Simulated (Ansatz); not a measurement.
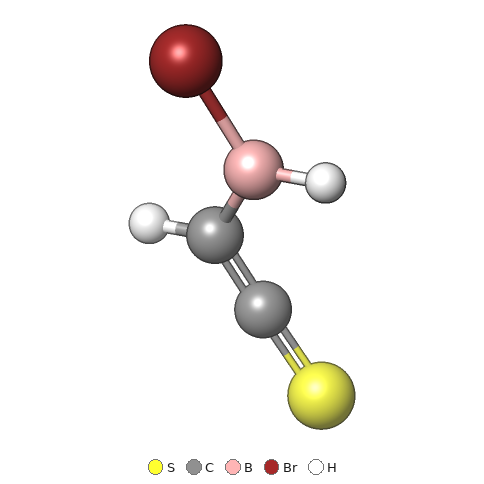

Multiple sticks mark multiple bonds (one Kekulé form).

What does the picture show?

The molecule is C2H2BBrS. Its SMILES string is `S=C=CBBr`. It has no ring. Among its groups: B–H bond. All atoms lie on one plane. Coordination: 1 C linear; 1 C trigonal planar; 1 B trigonal planar.

The parts below concern this one geometry. Atoms keep their numbers from picture to picture. The computed structure is the end point of a PBE0-D4/def2-TZVP optimisation.

**Shape**

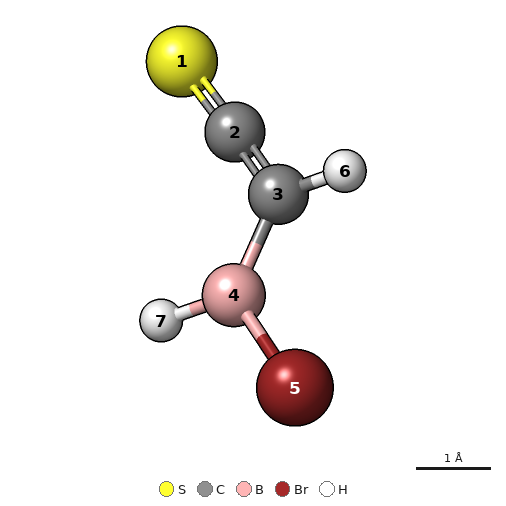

Atoms carry their numbers in the input.

Give these bond angles: S1–C2–C3, C2–C3–B4, C2–C3–H6, B4–C3–H6, C3–B4–Br5, C3–B4–H7, Br5–B4–H7.

```csv
angle,degrees
S1–C2–C3,178.4
C2–C3–B4,118.5
C2–C3–H6,118.4
B4–C3–H6,123.0
C3–B4–Br5,119.7
C3–B4–H7,122.8
Br5–B4–H7,117.5
```

**Thermal motion**

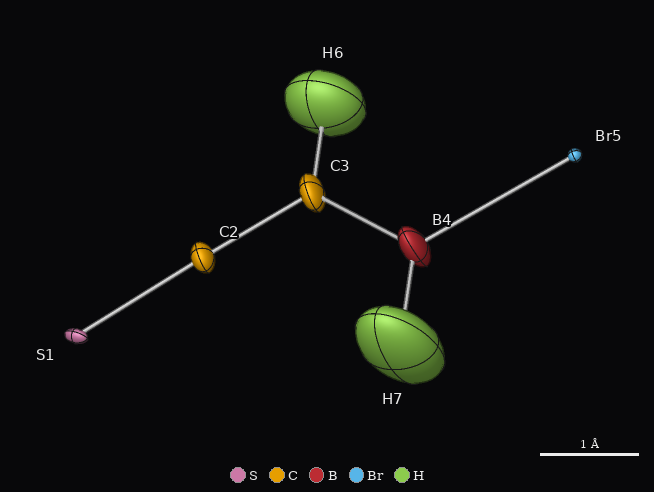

Displacement ellipsoids at the 50 % level, enlarged 2 times, from the internal vibrations of the free molecule (harmonic, no overall translation or rotation; no half-axis is drawn under 0.075 Å). Vibrations computed with RKS PBE0-D4/def2-TZVP (Ansatz 0.2.0). Temperature: 0 K (zero-point motion alone).

List U_eq and the three principal root-mean-square amplitudes for each kind of atom.

| atom | U_eq (Å²) | rms amplitudes (Å) |
| --- | --- | --- |
| S1 | 0.0012 | 0.024, 0.031, 0.044 |
| C2 | 0.0025 | 0.038, 0.053, 0.057 |
| C3 | 0.0036 | 0.039, 0.064, 0.071 |
| B4 | 0.0049 | 0.044, 0.066, 0.092 |
| Br5 | 0.00026 | 0.012, 0.015, 0.021 |
| H6 | 0.0165 | 0.096, 0.138, 0.145 |
| H7 | 0.0230 | 0.096, 0.143, 0.198 |

**Electronic properties**

Method: RKS PBE0-D4/def2-SVP (Ansatz 0.2.0).

Estimate the dispersion correction.

Answer. −15.2 kJ/mol.

Estimate the LUMO energy (Kohn–Sham orbital).

Answer. −2.44 eV.

Estimate the HOMO energy (Kohn–Sham orbital).

Answer. −7.28 eV.

**Vibrations**

Harmonic vibrations computed with RKS PBE0-D4/def2-TZVP (Ansatz 0.2.0) at a stationary point of the same level.

List the wavenumbers.

Answer. 15 modes: 84, 100, 218, 472, 483, 672, 715, 799, 884, 1035, 1067, 1273, 1793, 2678, 3170 cm⁻¹.
